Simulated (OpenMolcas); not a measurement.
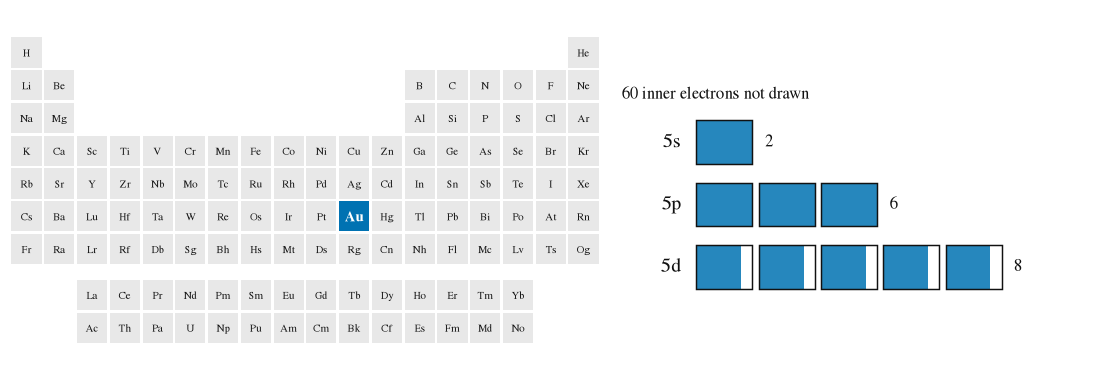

Figure 1. Left, the place of gold in the periodic table; right, the outer shells of the leading configuration of the lowest level: a box for each of the 2l + 1 orbitals, shaded by the share of the shell that is filled, with the electron count at the right.

**Run report: Au³⁺ complex, multiconfigurational calculation (part 1 of 2)**

System: Au³⁺ with 6 ligands (OH; octahedron, 2.18 Å), neutralised by 6 outer point charges of +0.5 e, whose field is part of the energies.
Method: state-averaged CASSCF, active space 8 electrons in the shell 5d, basis ANO-RCC-VTZP on the metal and ANO-RCC-VDZP on the ligands, DKH2 scalar Hamiltonian, spin-orbit coupling by RASSI with atomic mean-field integrals (OpenMolcas).

**Summary**

| quantity | value |
| --- | --- |
| outcome | converged |
| energy of the lowest spin-free term | −19447.10388 hartree |
| energy of the lowest spin-orbit level | −19447.11603 hartree |
| largest spread among components of a term | 0.0 cm⁻¹ |
| hardware | 1 thread of Arm Neoverse V2, 24 GiB of memory available, shared host |
| wall time | 65 s |
| peak memory | 0.59 GiB |

**Remarks**

Without dynamic correlation the splittings between terms come out too large, often by 20 to 50 %. Limits: covalent bonds, ligand orbitals missing from the active space; distances are set from ionic radii, not optimised.

**Input**
```
&GATEWAY
Coord
13

Au 0.0 0.0 0.0
O 2.180000 0.000000 0.000000
H 2.589940 0.879119 0.000000
O 0.000000 2.180000 0.000000
H 0.000000 2.589940 0.879119
O -2.180000 0.000000 0.000000
H -2.589940 -0.879119 0.000000
O 0.000000 -2.180000 0.000000
H 0.000000 -2.589940 -0.879119
O 0.000000 0.000000 2.180000
H 0.879119 0.000000 2.589940
O 0.000000 0.000000 -2.180000
H -0.879119 0.000000 -2.589940
Basis=Au.ANO-RCC-VTZP,H.ANO-RCC-VDZP,O.ANO-RCC-VDZP
Group=XYZ
NoMove
AngMom=0.0 0.0 0.0
AMFI
RICD
XField
3 Angstrom 0
5.580000 0.000000 0.000000 0.500000
0.000000 5.580000 0.000000 0.500000
0.000000 0.000000 5.580000 0.500000
&SEWARD
&RASSCF
FileOrb=start.orb
Symmetry=1
Spin=3
nActEl=8 0 0
Inactive=30 34
Ras2=5 0
CIRoot=10 10 1
SDav=10
CIMx=300
Iter=150 100
PrWF=0.3
OrbListing=Nothing
MaxOrb=0
LevShft=1.0
>>> COPY $Project.JobIph JOB001
&RASSCF
FileOrb=start.orb
Symmetry=1
Spin=1
nActEl=8 0 0
Inactive=30 34
Ras2=5 0
CIRoot=15 15 1
SDav=15
CIMx=300
Iter=150 100
PrWF=0.3
OrbListing=Nothing
MaxOrb=0
LevShft=1.0
>>> COPY $Project.JobIph JOB002
&RASSI
NrOfJobIphs=2 10 15
1 2 3 4 5 6 7 8 9 10
1 2 3 4 5 6 7 8 9 10 11 12 13 14 15
IphNames
JOB001
JOB002
EJob
SpinOrbit
DIPRint=1.0
SOCoupling=1000.0
Subsets=2
Property=9
'ANGMOM' 1 'ANGMOM' 2 'ANGMOM' 3 'MLTPL  1' 1 'MLTPL  1' 2 'MLTPL  1' 3
'AMFI' 1 'AMFI' 2 'AMFI' 3
SOProperty=3
'ANGMOM' 1 'ANGMOM' 2 'ANGMOM' 3
```

The file start.orb holds starting orbitals from an earlier step. A driver script formed the levels outside the program, from RASSI's spin-orbit matrix and the active-space energies, averaged over the components of each term or state.

Command:
```bash
OMP_NUM_THREADS=1 MOLCAS_MEM=2457 MOLCAS_PROJECT=a pymolcas a.inp > a.log  # once for each step of the input, in one work folder
```

**Log (extracts)**
```
--- SEWARD ---
Basis set label: AU.ANO-RCC...8S7P5D3F1G.

      Electronic valence basis set:
      ------------------
      Associated Effective Charge  79.000000 au
      Associated Actual Charge     79.000000 au
      Nuclear Model: Point charge

      Shell  nPrim  nBasis  Cartesian Spherical Contaminant
         s      24       8        X
         p      21       7        X
         d      15       5                 X
         f      11       3                 X
         g       4       1                 X
                  Relativistic Douglas-Kroll-Hess integrals:
                    - DKH order of Hamiltonian: 2
                    - DKH order of Properties : 0
                  Atomic mean-field integrals
--- RASSCF ---
Wave function specifications:
      -----------------------------

      Number of closed shell electrons         128
      Number of electrons in active shells       8
      Max number of holes in RAS1 space          0
      Max nr of electrons in RAS3 space          0
      Number of inactive orbitals               64
      Number of active orbitals                  5
      Number of secondary orbitals             129
      Spin quantum number                      1.0
      State symmetry                             1
Orbital specifications:
      -----------------------

      Symmetry species                           1   2
                                                ag  au
      Frozen orbitals                            0   0
      Inactive orbitals                         30  34
      Active orbitals                            5   0
      RAS1 orbitals                              0   0
      RAS2 orbitals                              5   0
      RAS3 orbitals                              0   0
      Secondary orbitals                        64  65
      Deleted orbitals                           0   0
      Number of basis functions                 99  99
      Number of CSFs                            10
      Number of root(s) required                10
      Iter CI   SX   CI       RASSCF       Energy    max ROT     max BLB   max BLB  Level Ln srch  Step   QN
          iter iter root      energy       change     param      element    value   shift minimum  type update
 Nr of preliminary CI iterations:   1
      Total energies have been shifted. Add               -19000.00 au
        1   1   11    0  -446.64347431    0.00E+00  -7.97E-02   35  50 1  3.43E-01*  1.31   0.00    SX    NO
        2   1   12    0  -446.89831630   -2.55E-01*  7.05E-02   13  48 2  6.69E-02*  1.11   0.00    SX    NO
        3   1   11    0  -446.95295661   -5.46E-02*  5.08E-02   22  61 1  3.03E-02*  1.06   0.00    SX    NO
        4   1   11    0  -446.96828229   -1.53E-02*  3.32E-02   31  52 1  1.70E-02*  1.02   0.00    SX    NO
        5   1   11    0  -446.97403788   -5.76E-03*  4.07E-02   30  33 1  1.05E-02*  1.00   2.50    LS   YES
        6   1   11    0  -446.97750134   -3.46E-03*  2.84E-02   13  48 2 -1.42E-02*  0.98   1.37    QN   YES
        7   1   10    0  -446.97895070   -1.45E-03*  1.53E-02   31  46 1 -7.07E-03*  0.97   1.32    QN   YES
        8   1   10    0  -446.97948065   -5.30E-04*  8.01E-03   25  51 1  3.20E-03*  0.97   1.54    LS   YES
        9   1   10    0  -446.97955490   -7.43E-05*  2.42E-03   22  45 1 -2.56E-03*  0.97   1.04    QN   YES
       10   1    9    0  -446.97964517   -9.03E-05*  1.75E-03   22  45 1 -1.41E-03*  0.97   1.73    LS   YES
        ...
       19   1    7    0  -446.97969664   -5.84E-08*  3.46E-05   18  43 2 -6.77E-05   0.96   1.00    QN   YES
       20   1    6    0  -446.97969667   -2.71E-08* -4.17E-05   22  51 1  2.71E-05   0.96   2.08    QN   YES
       21   1    6    0  -446.97969668   -1.40E-08*  1.83E-05   22  51 1  1.18E-05   0.96   1.19    QN   YES
       22   1    5    0  -446.97969668   -2.41E-09   2.21E-05   18  43 2  9.58E-06   0.96   2.50    QN   YES
      Convergence after 22 iterations
       23   1    5    0  -446.97969668   -1.83E-09   2.21E-05   22  45 1 -3.54E-06   0.96   2.50    QN   YES
      Natural orbitals and occupation numbers for root  1
      sym 1:   2.000000   1.999991   1.000009   1.999991   1.000009
      Natural orbitals and occupation numbers for root  2
      sym 1:   1.253326   1.746674   1.746674   2.000000   1.253326
      Natural orbitals and occupation numbers for root  3
      sym 1:   2.000000   1.253326   1.253326   1.746674   1.746674
::    RASSCF root number  1 Total energy: -19447.10388497
::    RASSCF root number  2 Total energy: -19447.01382781
::    RASSCF root number  3 Total energy: -19447.01382781
::    RASSCF root number  4 Total energy: -19447.01355506
::    RASSCF root number  5 Total energy: -19446.98199175
::    RASSCF root number  6 Total energy: -19446.97871970
::    RASSCF root number  7 Total energy: -19446.97871970
::    RASSCF root number  8 Total energy: -19446.90574634
::    RASSCF root number  9 Total energy: -19446.90574634
::    RASSCF root number 10 Total energy: -19446.90094734
--- RASSCF ---
Wave function specifications:
      -----------------------------

      Number of closed shell electrons         128
      Number of electrons in active shells       8
      Max number of holes in RAS1 space          0
      Max nr of electrons in RAS3 space          0
      Number of inactive orbitals               64
      Number of active orbitals                  5
      Number of secondary orbitals             129
      Spin quantum number                      0.0
      State symmetry                             1
Orbital specifications:
      -----------------------

      Symmetry species                           1   2
                                                ag  au
      Frozen orbitals                            0   0
      Inactive orbitals                         30  34
      Active orbitals                            5   0
      RAS1 orbitals                              0   0
      RAS2 orbitals                              5   0
      RAS3 orbitals                              0   0
      Secondary orbitals                        64  65
      Deleted orbitals                           0   0
      Number of basis functions                 99  99
      Number of CSFs                            15
      Number of root(s) required                15
      Iter CI   SX   CI       RASSCF       Energy    max ROT     max BLB   max BLB  Level Ln srch  Step   QN
          iter iter root      energy       change     param      element    value   shift minimum  type update
 Nr of preliminary CI iterations:   1
      Total energies have been shifted. Add               -19000.00 au
        1   1   10    0  -446.92755581    0.00E+00  -7.60E-03   32  47 1 -6.41E-03*  0.97   0.00    SX    NO
        2   1   10    0  -446.92818802   -6.32E-04* -6.02E-03   32  47 1 -4.59E-03*  0.96   0.00    SX    NO
        3   1   10    0  -446.92856661   -3.79E-04*  5.05E-03   32  47 1 -3.23E-03*  0.96   0.00    SX    NO
        4   1   10    0  -446.92880676   -2.40E-04*  4.34E-03   32  47 1 -2.33E-03*  0.96   0.00    SX    NO
        5   1    9    0  -446.92896351   -1.57E-04*  6.26E-03   32  47 1 -1.72E-03*  0.96   2.50    LS   YES
        6   1    9    0  -446.92913261   -1.69E-04*  8.88E-03   28  32 1  1.17E-03*  0.95   2.50    LS   YES
        7   1    9    0  -446.92925717   -1.25E-04*  5.07E-03   24  45 1 -8.97E-04*  0.95   1.42    QN   YES
        8   1    9    0  -446.92928277   -2.56E-05* -3.14E-03   32  47 1  6.88E-04*  0.95   1.45    QN   YES
        9   1    8    0  -446.92929431   -1.15E-05* -2.53E-03   32  47 1  4.72E-04*  0.95   1.81    LS   YES
       10   1    8    0  -446.92929721   -2.91E-06*  1.02E-03   32  47 1  2.94E-04*  0.95   1.01    QN   YES
       11   1    8    0  -446.92930117   -3.96E-06*  8.14E-04   24  51 1 -1.65E-04*  0.95   1.80    LS   YES
       12   1    8    0  -446.92930215   -9.75E-07* -1.74E-04   13  46 2 -1.91E-04*  0.95   1.01    QN   YES
       13   1    7    0  -446.92930249   -3.49E-07*  3.14E-04   32  47 1 -1.38E-04*  0.95   1.45    QN   YES
       14   1    7    0  -446.92930275   -2.52E-07*  1.58E-04   32  47 1 -7.29E-05   0.95   1.50    LS   YES
       15   1    7    0  -446.92930278   -3.19E-08* -5.21E-05   13  46 2  6.42E-05   0.95   1.00    QN   YES
       16   1    7    0  -446.92930281   -3.39E-08* -1.07E-04   24  51 1  2.87E-05   0.95   1.91    QN   YES
       17   1    6    0  -446.92930283   -1.92E-08*  4.93E-05   32  47 1  1.85E-05   0.95   1.25    QN   YES
       18   1    5    0  -446.92930284   -3.61E-09  -2.97E-05   32  47 1  9.81E-06   0.95   1.50    QN   YES
      Convergence after 18 iterations
       19   1    5    0  -446.92930284   -1.25E-09  -2.97E-05   34  55 1  3.50E-06   0.95   1.50    QN   YES
      Natural orbitals and occupation numbers for root  1
      sym 1:   1.999893   1.997081   1.002483   1.998094   1.002449
      Natural orbitals and occupation numbers for root  2
      sym 1:   1.996821   1.999636   1.002499   1.998612   1.002432
      Natural orbitals and occupation numbers for root  3
      sym 1:   1.978152   1.976392   1.034532   1.976392   1.034532
::    RASSCF root number  1 Total energy: -19447.05471170
::    RASSCF root number  2 Total energy: -19447.05471170
::    RASSCF root number  3 Total energy: -19447.01366375
::    RASSCF root number  4 Total energy: -19446.96626688
::    RASSCF root number  5 Total energy: -19446.96626688
::    RASSCF root number  6 Total energy: -19446.96505648
::    RASSCF root number  7 Total energy: -19446.94920759
::    RASSCF root number  8 Total energy: -19446.94920758
::    RASSCF root number  9 Total energy: -19446.94909777
::    RASSCF root number 10 Total energy: -19446.86206925
::    RASSCF root number 11 Total energy: -19446.85826929
::    RASSCF root number 12 Total energy: -19446.85826929
::    RASSCF root number 13 Total energy: -19446.85700315
::    RASSCF root number 14 Total energy: -19446.85700315
::    RASSCF root number 15 Total energy: -19446.77873808
```

(Continued in part 2.)
